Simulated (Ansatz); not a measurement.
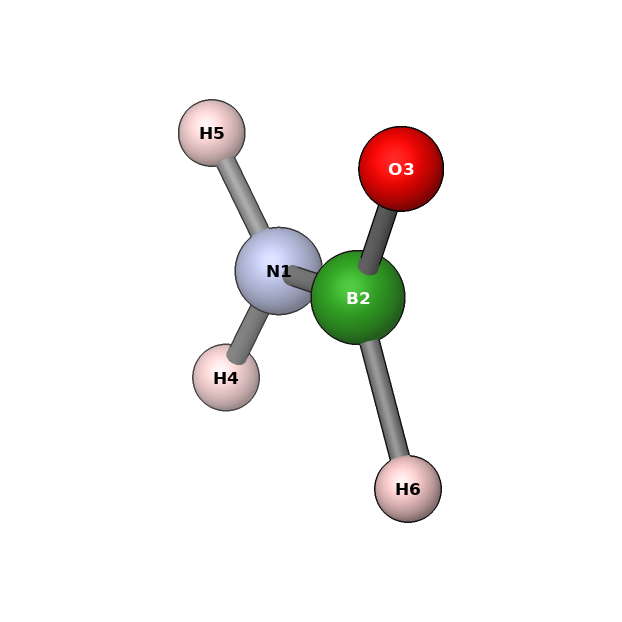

Figure made from data computed with Ansatz.

N1 lies behind B2. The molecule seen a little off the B2–N1 bond, B2 in front. Distant atoms are faded towards the background colour. State: neutral, doublet. Geometry: atoms displaced at random (about 0.13 Å) from a stationary point of GFN2-xTB.

> What is the torsion angle O3–B2–N1–H4? The sign is positive where the front bond must turn clockwise to cover the back bond.

−172°, antiperiplanar (anti).
